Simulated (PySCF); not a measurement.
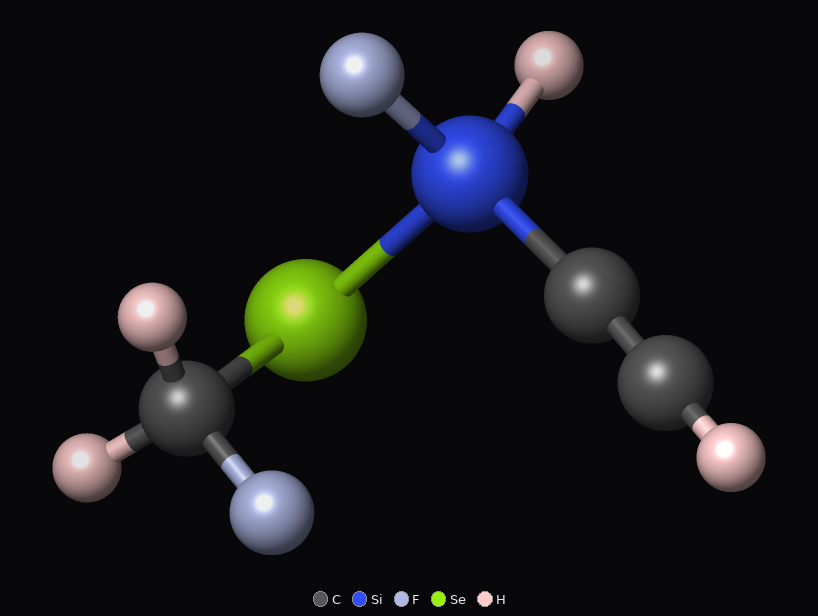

Every bond is drawn as one stick, whatever its order.

Computed geometry: GFN2-xTB optimisation. No frequency run is at hand to confirm it as a minimum.

Give the formula.

Answer. C₃H₄F₂SeSi, 11 atoms: 3 carbon, 4 hydrogen, 2 fluorine, 1 selenium and 1 silicon.

Which point group does it belong to?

Answer. C1.

Name some functional groups or characteristic bonds that it holds.

Answer. Among them: alkyne, C–F bond, Si–H bond.

More results for the same structure follow; atom numbers are the same in all pictures, views and colours differ.

**Geometry**

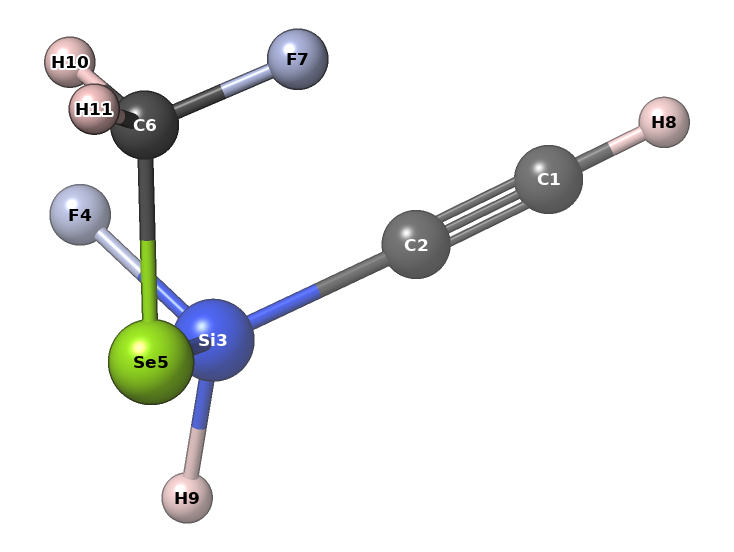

Si3 lies behind Se5. The molecule seen a little off the Se5–Si3 bond, Se5 in front. Depth is shown by fading: the farther an atom, the more it takes the colour of the background. No frequency run is at hand to confirm it as a minimum.

What is the torsion angle C6–Se5–Si3–F4? The sign is positive where the front bond must turn clockwise to cover the back bond.

Answer. −51°, synclinal (gauche).

**Dipole moment**

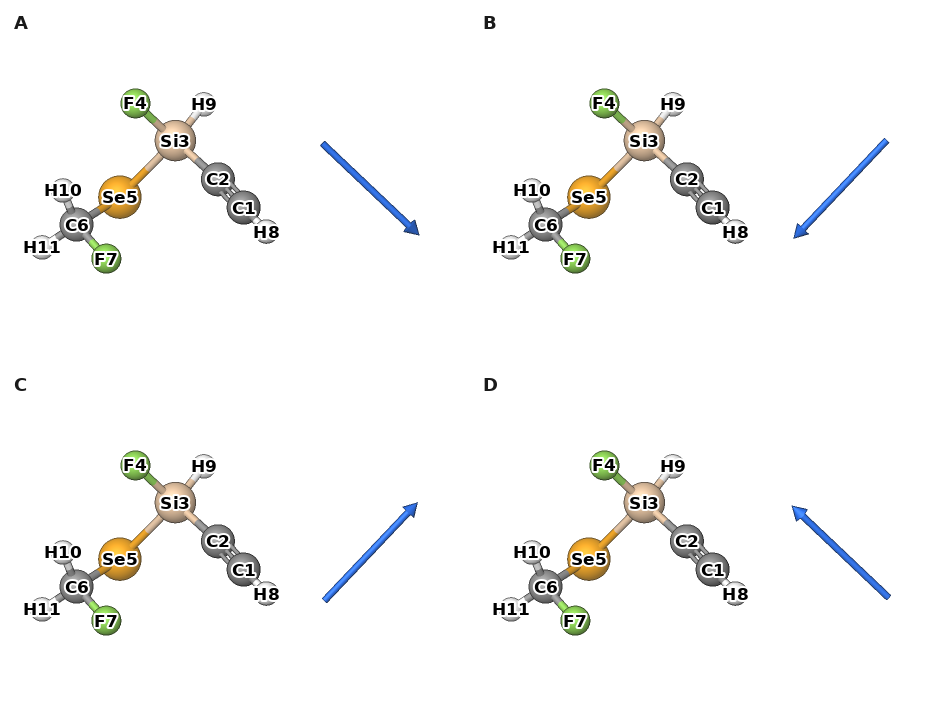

The same molecule four times, each with an arrow. No frequency run is at hand to confirm it as a minimum. Level of theory: CAM-B3LYP/def2-SVPD, gas phase (PySCF 2.14.0).

Which arrow points along the dipole moment, from the negative to the positive end?

Answer. A. The dipole moment is 0.50 D; it points from the side of F4 to the side of H8 (the outermost atoms at the two ends).

**Excitation**

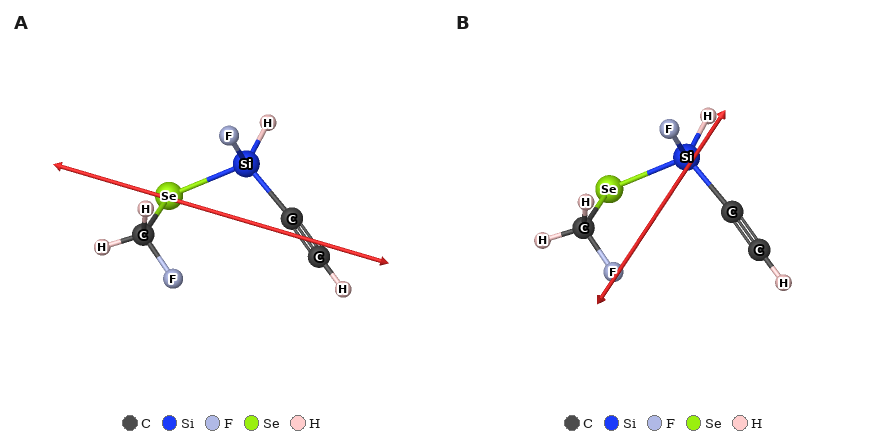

The double arrows show the directions of two transition dipoles from the ground state (lengths mean nothing). No frequency run is at hand to confirm it as a minimum. Method: TDDFT CAM-B3LYP/def2-SVPD, vertical, gas phase, core orbitals frozen in the response (PySCF 2.14.0).

One belongs to singlet state 2 and one to singlet state 6. Which is which?

Answer. A: state 2, 5.63 eV (220 nm), oscillator strength 0.035, mainly HOMO → LUMO+1 (weight 0.56).
B: state 6, 6.34 eV (195 nm), oscillator strength 0.017, of mixed character, with the largest part HOMO → LUMO+2 (weight 0.26).

**Polarisability**

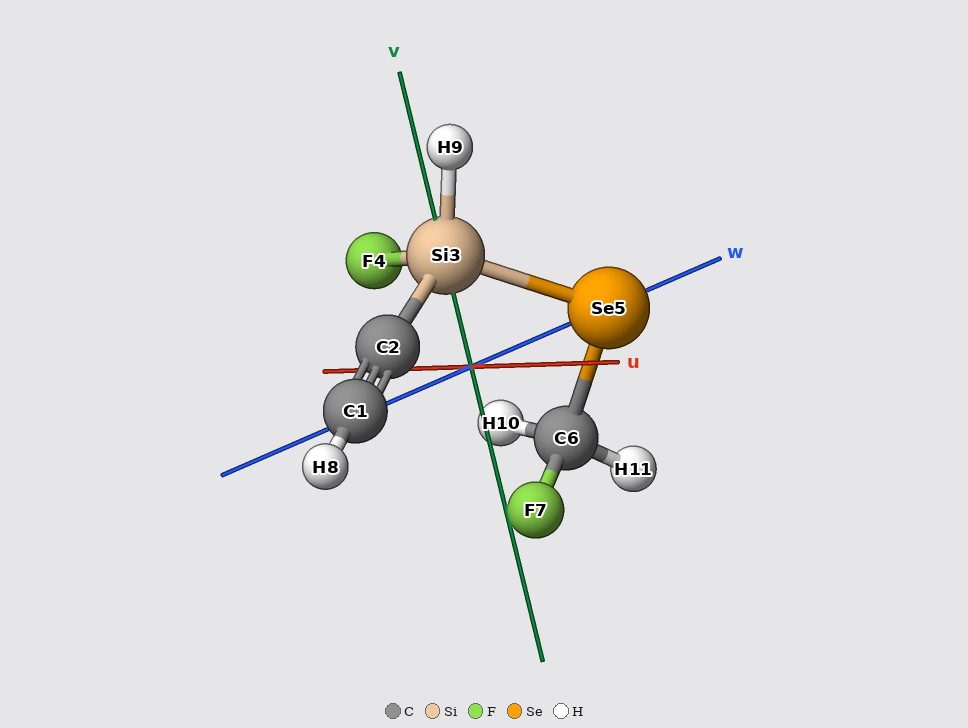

The lines u, v and w are the principal axes of the static dipole polarisability. No frequency run is at hand to confirm it as a minimum. Level of theory: CAM-B3LYP/def2-SVPD (PySCF 2.14.0).

Along which axis is the molecule most polarisable, and along which least?

Answer. Most along w, least along u (nearly parallel to the Si3–F4 bond).

Give the three principal values.

Answer. u 70.1, v 87.5, w 103.5 bohr³; mean 87.1, anisotropy 28.9 bohr³.

The geometry is semi-empirical. Around Se, Si such bond lengths and angles can be off by a tenth of an ångström or more and by several degrees, and values that hang on the shape move with them.
